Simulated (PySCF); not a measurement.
**H2O, SMILES `O`: what the electrons do**

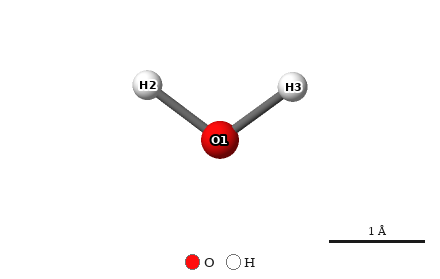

The molecule, with its atoms numbered as below. No frequency check shows the geometry to be a minimum.

Cartesian coordinates (Å):

```
O1       0.0000    0.1138    0.0000
H2       0.7722   -0.4552    0.0000
H3      -0.7722   -0.4552    0.0000
```

## 1. Bonding charge

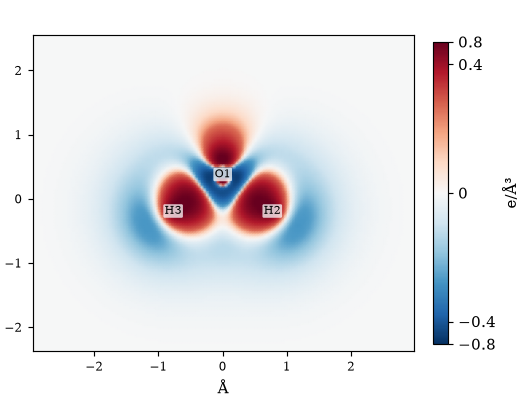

Deformation density (molecule less spherical, spin-averaged free atoms) in the molecular plane; colour scale in e/Å³, logarithmic beyond ±0.1; red: gain, blue: loss.

Method: M06-2X/def2-SVPD; geometry: GFN2-xTB; program: PySCF.

Q: How much density has each bond in this plane gained at its critical point, relative to the free atoms?

A: O1–H3 and O1–H2: +0.85 e/Å³ at the bond critical point (bond length 0.96 Å). In all, 0.6 electrons gather in the regions of gain relative to the promolecule.

Q: Where do the Hirshfeld charges lie?

A: The highest Hirshfeld charge is on H2 and H3 (+0.16 e), the lowest on O1 (−0.32 e).

```csv
atom,charge (e)
O1,−0.32
H2,+0.16
H3,+0.16
```

## 2. Bond critical points

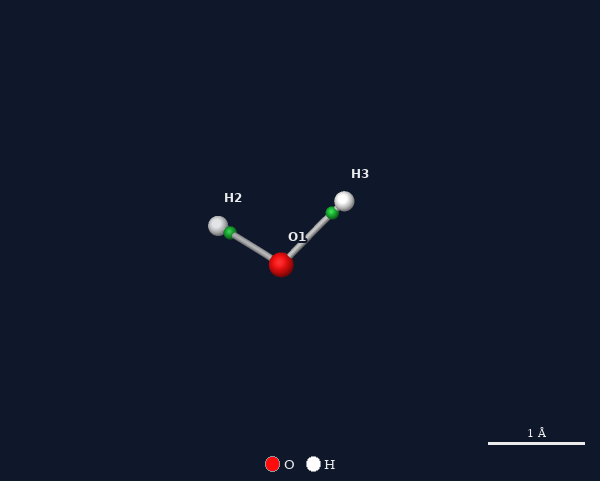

Molecular graph of the electron density (QTAIM): bond paths, bond critical points (green), ring points (magenta, if any); weak paths are dashed.

Q: How many critical points of each kind are there, and does the count close?

A: 3 nuclei, 2 bond, 0 ring and 0 cage critical points: 3 − 2 + 0 − 0 = 1, as the Poincaré–Hopf relation requires.

Q: Tabulate density, Laplacian, ellipticity and energy density at the bond critical points (atomic units).

A:
```json
{"bond": "O1–H3 (2 alike)", "length (Å)": "0.959", "ρ (a.u.)": "0.359", "∇²ρ (a.u.)": "−2.36", "ε": "0.02", "H (a.u.)": "−0.659"}
```

Q: What kind of interaction is O1–H3?

A: Shared-shell (covalent): ρ = 0.359, ∇²ρ = −2.36, H = −0.659 a.u.

## 3. Local ionisation energy

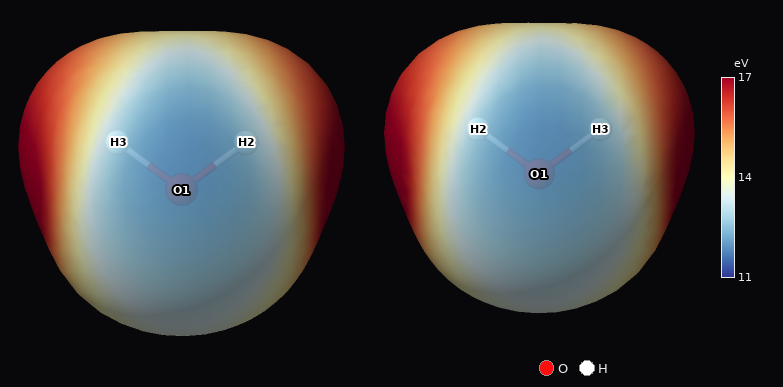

Average local ionisation energy on the surface of electron density 0.001 a.u. (back view left, front view right).

Q: Where are the most loosely bound electrons on this surface?

A: The lowest value is 12.0 eV, near O1 (1.90 Å), H2 (1.96 Å) and H3 (1.98 Å), and at like points elsewhere. For comparison, the highest occupied orbital lies at −10.9 eV.

Q: What volume does the surface enclose, and what is the dipole moment?

A: About 28 Å³; the dipole moment is 1.9 D.

## 4. In an electric field

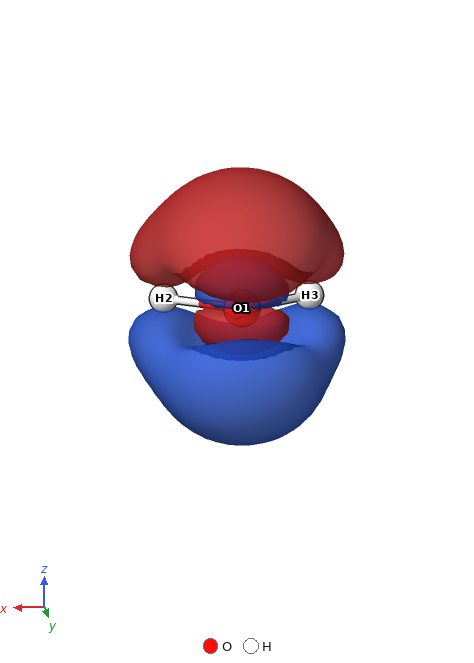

Change of the electron density in a uniform field of 0.41 V/Å, surfaces at ±0.002 e/Å³ (red: gain, blue: loss).

Level of theory: M06-2X/aug-cc-pVDZ (PySCF), at a geometry from GFN2-xTB.

Q: Along which Cartesian direction does the field point?

A: Along −z: electrons gather on the +z side, against the field.

Q: How large is the response?

A: The induced dipole is 0.17 D (along the field); α along this axis, from the fields in both directions, is 8 bohr³ (1.2 Å³).

Q: Which atoms gain and lose the most charge?

A: Hardly any: no atom's Hirshfeld charge changes by as much as 0.002 e. The density shifts from one side of each atom to the other; 0.022 electrons are displaced in all.

## 5. Removing or adding an electron

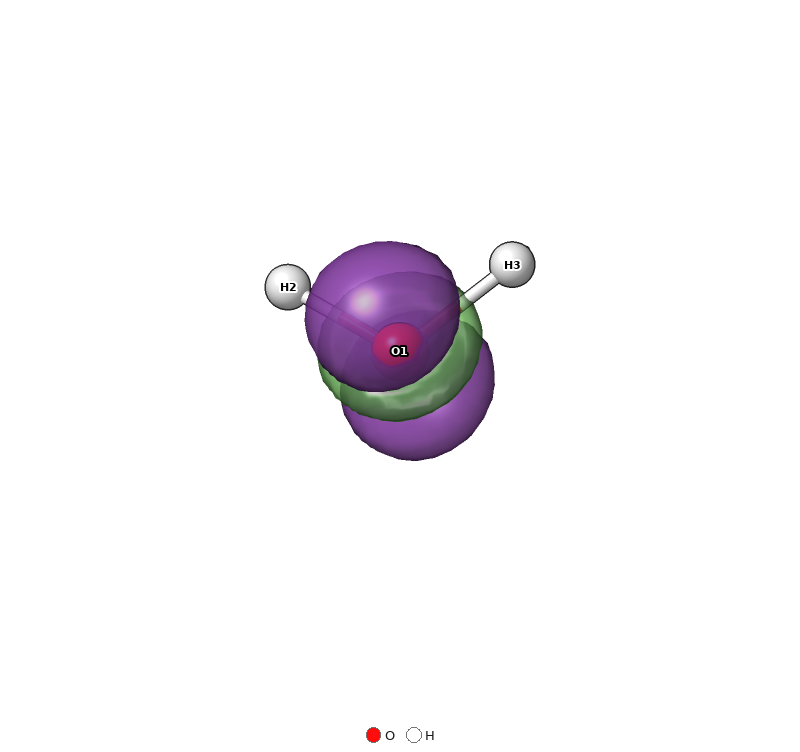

Fukui function f⁻ = ρ(N) − ρ(N−1) at fixed geometry, surfaces at ±0.2 e/Å³ (purple positive, green negative).

PySCF calculation, PBE/def2-SVP, gas phase; geometry: GFN2-xTB.

Q: On which atoms does the density change most on removal of an electron?

A: f⁻ (Hirshfeld-condensed) is largest on O1 (0.66); the vertical ionisation energy is 12.35 eV. Condensed values hint at sites of electrophilic attack but needn't mark the atom that reacts. Orbital relaxation makes it negative in places (0.16 e in all).

## 6. Localised orbitals

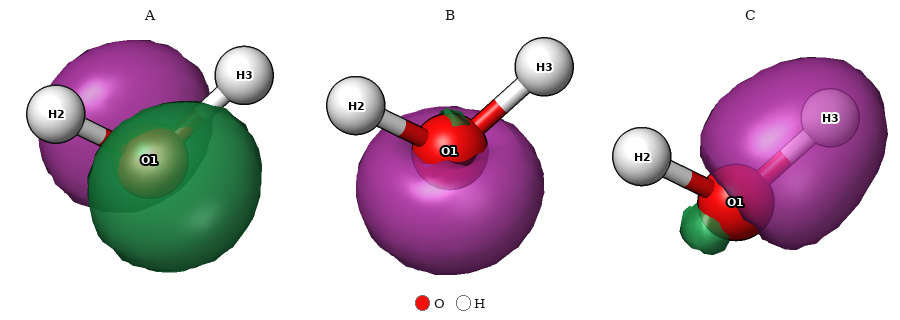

Pipek–Mezey orbitals, occupied; each surface holds about 70 % of the orbital's density. Energies are diagonal elements of the Fock matrix.

PySCF calculation, TPSS/def2-TZVP, gas phase; geometry: GFN2-xTB.

Q: Identify each orbital.

A: By panel:
- A: lone pair on O1 (p-type) (O1 100 %; −7.1 eV)
- B: lone pair on O1 (sp1.1-type) (O1 100 %; −12.4 eV)
- C: σ bond O1–H3 (O1 67 %, H3 33 %; −17.9 eV)

Q: Which has the smallest and which the largest spatial spread?

A: Smallest: C (0.68 Å); largest: A (0.82 Å).

Q: How do all the valence pairs divide up?

A: 4 pairs: 2 σ bonds and 2 lone pairs.

## 7. Stretching a bond

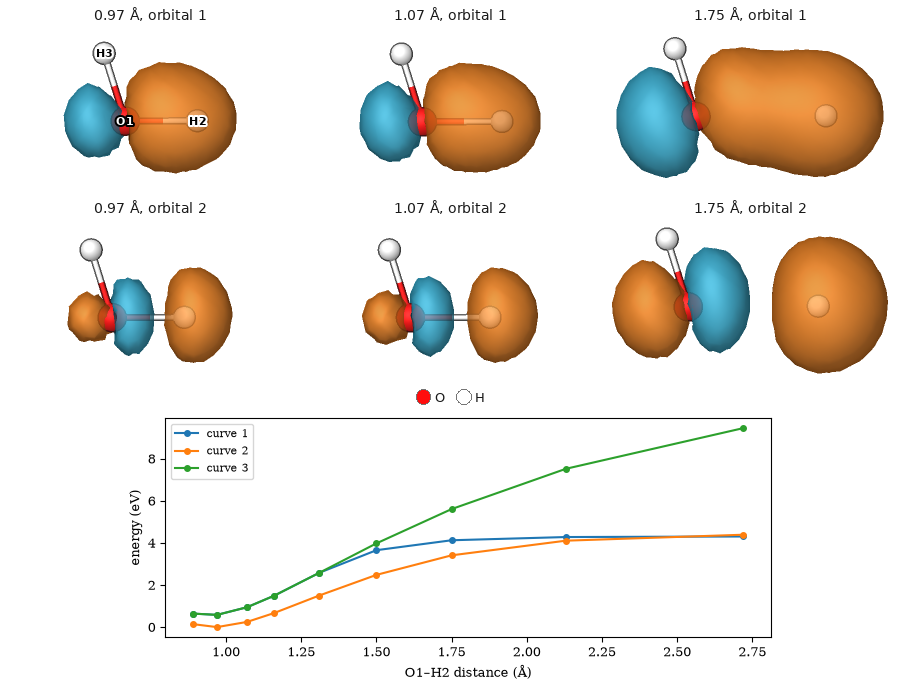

Rigid stretch of the O1–H2 bond. The two CASSCF(2,2) natural orbitals nearest half filling (orbital 1 the more occupied). Below: energies along the scan, from the lowest point of the three curves.

Computed with PySCF, cc-pVTZ basis, geometry: GFN2-xTB.

Q: How do the occupations change along the stretch?

A: 0.97 Å: 1.98 and 0.02; 1.07 Å: 1.97 and 0.03; 1.75 Å: 1.71 and 0.29. At the longest distance computed (2.72 Å) they are 1.19 and 0.81, and the effective number of unpaired electrons is 1.9.

Q: Which curve is which method?

A: Curve 1 is UHF. Curve 2 is CASSCF(2,2). Curve 3 is RHF. RHF rises too steeply because it keeps both electrons in one orbital and so mixes in ionic fragments.

Q: Where does the UHF solution part from RHF?

A: Between 1.31 Å (⟨S²⟩ = 0, the two coincide) and 1.50 Å (⟨S²⟩ = 0.47); at 2.72 Å ⟨S²⟩ is 1.00 and UHF lies 5.1 eV below RHF.

Q: How much energy does the stretch cost?

A: By CASSCF, 4.4 eV from the lowest point of the scan (0.97 Å) to 2.72 Å; RHF gives 8.9 eV from its own lowest point. The fragments aren't relaxed and dynamic correlation is missing, so this isn't a bond dissociation energy.
